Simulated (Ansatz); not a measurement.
**C₃H₈Ge: up Jacob's ladder to CCSD(T)**

Aim: compute C₃H₈Ge with functionals from several rungs and with coupled cluster, and see how far each lands from CCSD(T) at the basis-set limit for the atomisation energy.

The runs use Ansatz 0.2.0, Gaussian basis; functionals in def2-TZVPP, the program's frozen cores in correlated methods.

The runs, in order: LDA (SPW92), PBE-D4, revPBE-D4, BLYP-D4, r2SCAN-D4, B97M-V, PBE0-D4, B3LYP-D4, r2SCANh-D4, r2SCAN0-D4, HSE06-D4, BHLYP-D4, CAM-B3LYP-D4, LC-ωPBE, ωB97X-V, ωB97M-V, B2PLYP, PBE-QIDH; CCSD(T)/def2-SVP; CCSD(T)/def2-TZVPP; MP2/def2-QZVPP; extrapolation to the limit; RPA on PBE.

## 1. The relaxed structure

The geometry comes from an earlier relaxation with PBE0-D4 in a triple-zeta def2 set; it is a stationary point, not always the lowest conformer.

12 atoms, charge 0, spin multiplicity 1.

Atoms are counted from 1 here; the program's logs count them from 0.

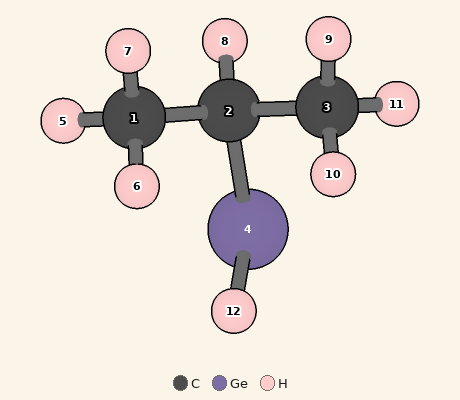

The structure; carbon dark grey, germanium purple, hydrogen pink; atoms are numbered from 1 in the order of the file.

## 2. LDA

This LDA is Slater exchange with PW92 correlation.

in.yaml reads:

```yaml
crystal:
  periodic: [false, false, false]
  atoms:
    - {symbol: C, position_ang: [-0.644840, 0.948397, -0.674256]}
    - {symbol: C, position_ang: [0.234437, -0.275578, -0.481699]}
    - {symbol: C, position_ang: [1.019294, -0.207259, 0.826977]}
    - {symbol: Ge, position_ang: [-0.765210, -2.010192, -0.390848]}
    - {symbol: H, position_ang: [-1.218499, 0.906903, -1.604922]}
    - {symbol: H, position_ang: [-1.357593, 1.048993, 0.149454]}
    - {symbol: H, position_ang: [-0.044048, 1.865781, -0.708202]}
    - {symbol: H, position_ang: [0.944652, -0.350537, -1.312591]}
    - {symbol: H, position_ang: [1.694788, 0.656325, 0.831986]}
    - {symbol: H, position_ang: [0.347083, -0.100224, 1.684037]}
    - {symbol: H, position_ang: [1.642698, -1.092866, 0.997514]}
    - {symbol: H, position_ang: [-1.775962, -1.445043, 0.716449]}
basis:
  gaussian: {orbitals: def2-TZVPP}
hamiltonian: {xc: lda}
output: {orbitals: {seedname: orbitals}}
```

Run with:

```console
> ansatz run in.yaml --threads 4 --pin off --events-out ev --progress --plain --max-ram 10444MiB
```

After this run come: PBE-D4 (GGA); revPBE-D4 (GGA); BLYP-D4 (GGA); r2SCAN-D4 (meta-GGA); B97M-V (meta-GGA); PBE0-D4 (hybrid); B3LYP-D4 (hybrid); r2SCANh-D4 (hybrid); r2SCAN0-D4 (hybrid); HSE06-D4 (hybrid); BHLYP-D4 (hybrid); CAM-B3LYP-D4 (range-separated); LC-ωPBE (range-separated); ωB97X-V (range-separated); ωB97M-V (range-separated); B2PLYP (double hybrid); PBE-QIDH (double hybrid); CCSD(T) in def2-SVP; CCSD(T) in def2-TZVPP; MP2 in def2-QZVPP; RPA on PBE orbitals.

Before running them: what should the planned runs give, taken together? Wanted: atomisation energy, CCSD(T)/CBS; farthest beyond LDA; mean size of error, GGA; mean size of error, meta-GGA; mean size of error, hybrid; mean size of error, range-separated; mean size of error, double hybrid; gap, smallest and largest; T1 diagnostic.

As calculated:

| quantity | value |
| --- | --- |
| atomisation energy, CCSD(T)/CBS | 4322.6 kJ/mol |
| functionals within 43.2 kJ/mol (1.0 %) | revPBE-D4, BLYP-D4, r2SCAN-D4, B97M-V, PBE0-D4, B3LYP-D4, r2SCANh-D4, HSE06-D4, CAM-B3LYP-D4, LC-ωPBE, ωB97X-V, ωB97M-V, PBE-QIDH |
| farthest beyond LDA | BHLYP-D4 (-94.1 kJ/mol) |
| mean size of error, GGA | 36.3 kJ/mol |
| mean size of error, meta-GGA | 5.9 kJ/mol |
| mean size of error, hybrid | 29.2 kJ/mol |
| mean size of error, range-separated | 11.9 kJ/mol |
| mean size of error, double hybrid | 39.4 kJ/mol |
| gap, smallest and largest | 1.63 eV (LDA (SPW92)), 8.41 eV (LC-ωPBE) |
| T1 diagnostic | 0.0109 |
| triples share of the correlation energy | 3.8 % |

In words: The LDA atomisation energy is off by 557.4 kJ/mol (13 %): it overbinds. PBE-D4 is off by +52.9 kJ/mol. Double hybrids carry the basis error of their MP2 part in triple zeta, and no dispersion term here, so their miss is partly the set-up's. The rungs meta-GGA, range-separated, hybrid, GGA, double hybrid miss on average by less than the doubt on the reference (43.2 kJ/mol), so they tie. The reference freezes the cores and leaves out relativity and excitations past (T), and its outer-core shells are covered unevenly, so misses under about 43.2 kJ/mol can't be ranked. Hartree-Fock recovers 75 % of the binding; the rest is correlation. CCSD(T) in def2-SVP is off by -189.5 kJ/mol, which most functionals beat. Orbital gaps span 1.6 to 8.4 eV; exact exchange widens them. The restricted reference is unstable towards a spin-broken one. Correlated methods include outer-core shells of Ge, which these sets cover unevenly.
